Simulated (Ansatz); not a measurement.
# Mo2N monolayer: phonons and vibrational spectra, part 2 of 2

Wanted: vibrations and spectra of Mo2N monolayer; the cell is already relaxed. After the zone centre comes a 6×6×1 q mesh on a 18×18×1 k mesh.

Ansatz 0.2.0; DFT LDA, scalar-relativistic, plane waves, PAW.

So far. Step 2 (Modes at Γ): Before it was imposed, the acoustic sum rule was missed by 3.1e-5 eV/Å². Small misses are needed for a sound result but don't prove that mesh and cutoff are converged. The lowest optical mode is real, 134 cm⁻¹.

### 3. Phonons on a q mesh (continued)

The partial phonon density of states has structure finer than the step of the table below, so its rows give means over 50 cm⁻¹, whole bins alone (the curve runs from -46.6 to 668 cm⁻¹). Peaks (cm⁻¹: height): Mo 61.2: 0.0204, 128.6: 0.0329, 200.5: 0.0520, 250.0: 0.0335; N 384.8: 0.0119, 533.1: 0.0290, 591.5: 0.0236.

Phonopy on the run's constants, 21x21x1 mesh, Gaussian sigma 5.1 cm-1. Interpolated from a 6×6×1 q mesh. Table of partial phonon density of states by wavenumber; means over each step; values in 1/cm⁻¹/cell:

| wavenumber (cm⁻¹) | Mo | N |
| --- | --- | --- |
| 0 | 0.00494 | 6.3e-4 |
| 50 | 0.0137 | 0.00154 |
| 100 | 0.0157 | 0.00119 |
| 150 | 0.0283 | 9.2e-4 |
| 200 | 0.0361 | 6.1e-4 |
| 250 | 0.0147 | 6.1e-5 |
| 300 | 2.9e-4 | 0.00453 |
| 350 | 4.9e-4 | 0.00718 |
| 400 | 5.3e-4 | 0.00703 |
| 450 | 5.2e-4 | 0.00398 |
| 500 | 7.7e-4 | 0.00509 |
| 550 | 0.00115 | 0.00992 |
| 600 | 0.00134 | 0.0159 |

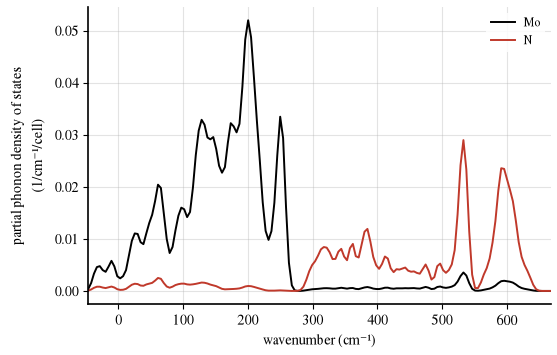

Partial phonon density of states against wavenumber.

Symmetry leaves 7 wavevectors to solve. The lowest mode among them, the acoustic zeros apart, lies at q = (0, 0.333, 0) and is slightly imaginary, 8.8i cm⁻¹, too near zero to call. Between them the interpolated path dips to 38i cm⁻¹.

### 4. Another isotope, element Mo, natural mass 95.95 amu

An isotope changes the mass and not the force constants, so no new electronic calculation is needed; the shifts show which modes move this element.

The same force constants with the mass of Mo changed from 95.950 to 99.907 u (phonopy, no LO-TO term). Both lists are sorted by frequency; levels can cross, so a row need not hold one and the same mode. Modes under 3 cm⁻¹ are left out. Isotope shifts, by row:

| q | rank | natural mass (cm⁻¹) | changed mass (cm⁻¹) |
| --- | --- | --- | --- |
| 0 0 0 | 4 | 133.6 | 131 |
| 0 0 0 | 5 | 133.6 | 131 |
| 0 0 0 | 6 | 191.1 | 187.2 |
| 0 0 0 | 7 | 289.8 | 289.4 |
| 0 0 0 | 8 | 289.8 | 289.4 |
| 0 0 0 | 9 | 638.8 | 637.9 |
| 0 0.1667 0 | 1 | 45.61 | 44.76 |
| 0 0.1667 0 | 2 | 72.32 | 70.96 |
| 0 0.1667 0 | 3 | 93.46 | 91.7 |
| 0 0.1667 0 | 4 | 124.6 | 122.2 |
| 0 0.1667 0 | 5 | 155.8 | 152.6 |
| 0 0.1667 0 | 6 | 195.8 | 192 |
| 0 0.1667 0 | 7 | 314.4 | 313.9 |
| 0 0.1667 0 | 8 | 382.4 | 381.7 |
| 0 0.1667 0 | 9 | 618.8 | 617.8 |
| 0 0.3333 0 | 1 | -8.75 | -8.6 |
| 0 0.3333 0 | 2 | 121.9 | 119.6 |
| 0 0.3333 0 | 3 | 155.4 | 152.4 |
| 0 0.3333 0 | 4 | 158.8 | 155.7 |
| 0 0.3333 0 | 5 | 193.7 | 189.9 |
| 0 0.3333 0 | 6 | 238.3 | 233.6 |
| 0 0.3333 0 | 7 | 352 | 351.5 |
| 0 0.3333 0 | 8 | 528.9 | 527.6 |
| 0 0.3333 0 | 9 | 591.8 | 591 |
| 0 -0.5 0 | 1 | 66.64 | 65.47 |
| 0 -0.5 0 | 2 | 146.9 | 144.1 |
| 0 -0.5 0 | 3 | 173 | 169.6 |
| 0 -0.5 0 | 4 | 205 | 200.9 |
| 0 -0.5 0 | 5 | 206.1 | 202.1 |
| 0 -0.5 0 | 6 | 256.7 | 251.6 |
| 0 -0.5 0 | 7 | 381.6 | 381.4 |
| 0 -0.5 0 | 8 | 525.4 | 524.7 |
| 0 -0.5 0 | 9 | 614.5 | 613.4 |

A mode of this element alone would shift by -2.00 %. The highest zone-centre frequency without the field goes from 638.8 to 637.9 cm⁻¹ (-0.1 %). The product of the frequency ratios over all optical modes at Γ is 0.937; the product rule, (m/m′)^(3k/2) (M′/M)^(3/2) with k = 2 such atoms and M the mass of the cell, gives 0.937.

### 5. Isotope substitution, element N, natural mass 14.007 amu

The same for N, from 14.01 to 15.00 u.

The same force constants with the mass of N changed from 14.007 to 15.000 u (phonopy, no LO-TO term). Both lists are sorted by frequency; levels can cross, so a row need not hold one and the same mode. Modes under 3 cm⁻¹ are left out. Isotope shifts, by row:

| q | rank | natural mass (cm⁻¹) | changed mass (cm⁻¹) |
| --- | --- | --- | --- |
| 0 0 0 | 4 | 133.6 | 133.6 |
| 0 0 0 | 5 | 133.6 | 133.6 |
| 0 0 0 | 6 | 191.1 | 191.1 |
| 0 0 0 | 7 | 289.8 | 280.7 |
| 0 0 0 | 8 | 289.8 | 280.7 |
| 0 0 0 | 9 | 638.8 | 618.8 |
| 0 0.1667 0 | 1 | 45.61 | 45.49 |
| 0 0.1667 0 | 2 | 72.32 | 72.17 |
| 0 0.1667 0 | 3 | 93.46 | 93.25 |
| 0 0.1667 0 | 4 | 124.6 | 124.6 |
| 0 0.1667 0 | 5 | 155.8 | 155.7 |
| 0 0.1667 0 | 6 | 195.8 | 195.5 |
| 0 0.1667 0 | 7 | 314.4 | 304.6 |
| 0 0.1667 0 | 8 | 382.4 | 370.9 |
| 0 0.1667 0 | 9 | 618.8 | 599.7 |
| 0 0.3333 0 | 1 | -8.75 | -8.72 |
| 0 0.3333 0 | 2 | 121.9 | 121.6 |
| 0 0.3333 0 | 3 | 155.4 | 155 |
| 0 0.3333 0 | 4 | 158.8 | 158.8 |
| 0 0.3333 0 | 5 | 193.7 | 193.6 |
| 0 0.3333 0 | 6 | 238.3 | 238.3 |
| 0 0.3333 0 | 7 | 352 | 341.1 |
| 0 0.3333 0 | 8 | 528.9 | 513.5 |
| 0 0.3333 0 | 9 | 591.8 | 573.2 |
| 0 -0.5 0 | 1 | 66.64 | 66.35 |
| 0 -0.5 0 | 2 | 146.9 | 146.8 |
| 0 -0.5 0 | 3 | 173 | 173 |
| 0 -0.5 0 | 4 | 205 | 205 |
| 0 -0.5 0 | 5 | 206.1 | 205.8 |
| 0 -0.5 0 | 6 | 256.7 | 256.7 |
| 0 -0.5 0 | 7 | 381.6 | 369 |
| 0 -0.5 0 | 8 | 525.4 | 508.8 |
| 0 -0.5 0 | 9 | 614.5 | 595.8 |

A mode of this element alone would shift by -3.37 %. The highest zone-centre frequency without the field goes from 638.8 to 618.8 cm⁻¹ (-3.1 %). The product of the frequency ratios over all optical modes at Γ is 0.909; the product rule, (m/m′)^(3k/2) (M′/M)^(3/2) with k = 1 such atoms and M the mass of the cell, gives 0.909.

### 6. Summary of results

- space group (within 0.01 Å): P-3m1
- area per atom: 2.20 Å²
- electronic character: no gap on this mesh
- highest optical mode at the zone centre (no LO-TO term): 639 cm⁻¹
- lowest optical zone-centre mode: 134 cm⁻¹
- lowest mode on the q mesh (acoustic modes at Γ apart): -8.8 cm⁻¹
- highest frequency on the path or at a solved wavevector: 639 cm⁻¹
- imaginary modes on the 6×6×1 q mesh: one or more, weakly

In words: No mode is clearly imaginary at the 7 irreducible wavevectors solved, but the lowest, 8.8i cm⁻¹, is too near zero to call. The optical modes at Γ span 134 to 639 cm⁻¹. The highest mode in this list at Γ, 638.8 cm⁻¹, is mostly motion of N (93 % of the kinetic energy). The interpolated path dips to 38i cm⁻¹ between the solved wavevectors, which may come from the interpolation; a denser q mesh would tell. With no gap, or one that is small against the smearing, the frequencies hang on the k mesh and the smearing, most of all near Kohn anomalies. The phonon runs are without spin polarisation, although the cell has an odd electron count. In a sheet or slab the interpolated bending branch near Γ is rough, since the rotational sum rule isn't imposed. The starting cell was built on a prototype and not taken from a measurement. These are harmonic frequencies at zero temperature: anharmonic shifts, linewidths and thermal expansion are left out.

[Hosts, paths, dates, database ids (printed as entryN), source tags and the programs' standing remarks are cut or masked in the printed files.]
